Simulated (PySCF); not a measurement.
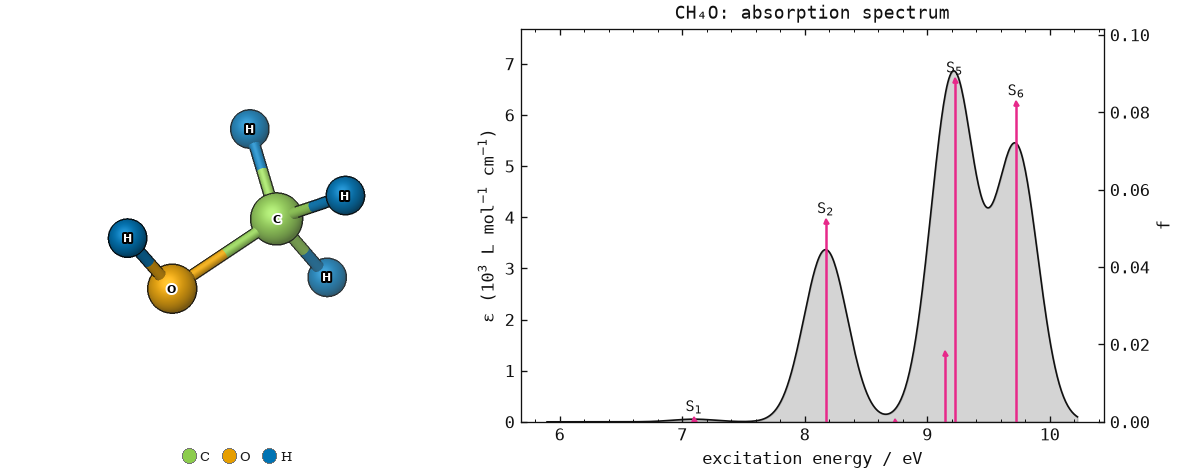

Computed absorption of CH₄O, SMILES CO. Vertical TDDFT excitations, PBE0/def2-SVPD (IEF-PCM benzene), PySCF 2.14.0, at a PBE0-D3(BJ)/def2-SVP geometry (no frequency check). Only the first 6 singlet excitations are included; each is broadened by a Gaussian of 1/e half-width 0.25 eV. Sticks give oscillator strengths (right axis).

Q: Where is the lowest singlet, and is it bright?

A: S1 lies at 7.10 eV (175 nm) with f = 0.001, mainly HOMO → LUMO (97 %); it is dark or nearly so.

Q: Does any vertical transition fall in the visible?

A: No singlet lies below 3.1 eV (beyond 400 nm), so at this level no vertical transition falls in the visible.

Known limits of this run: states above the negative HOMO energy depend on the basis; core orbitals are frozen in the response.
